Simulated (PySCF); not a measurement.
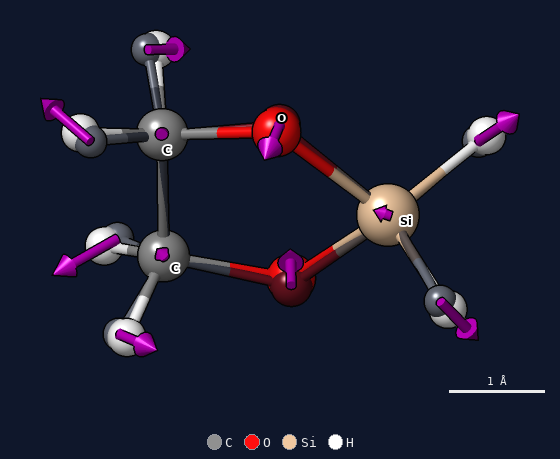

This is a relaxation of C2H6O2Si. The starting structure is drawn faded, the final one solid; purple arrows show the displacements, magnified 5 times. The two geometries are superimposed by the best rigid fit.

Style: ball-and-stick. Shown at a tilt.

The start comes from GFN2-xTB. Its atoms were then displaced at random by about 0.01 Å.

The calculation used PySCF 2.14.0, density-fitted response routines, PBE0-D3(BJ)/def2-SVP geometry optimisation, gas phase. 

What did the optimiser do to the structure, and how much energy did it gain?

Over 7 geometry steps the energy falls by 5.49 kcal/mol. The atom that moves furthest after the best rigid fit is an H atom (0.18 Å). Largest moves by element: H 0.18 Å, O 0.13 Å, Si 0.04 Å, C 0.03 Å. Near-neighbour distances that change, for instance: H–Si 1.429 → 1.488 Å, C–H 1.067 → 1.107 Å, C–C 1.569 → 1.534 Å, C–O 1.384 → 1.415 Å. Among the angles between lasting bonds that change: H–Si–H 119.5° → 110.3°, C–O–Si 113.4° → 109.0°, O–Si–H 111.3° → 114.5°. Cost: 24 s on 1 thread of Arm Neoverse V2, with other jobs on the host.
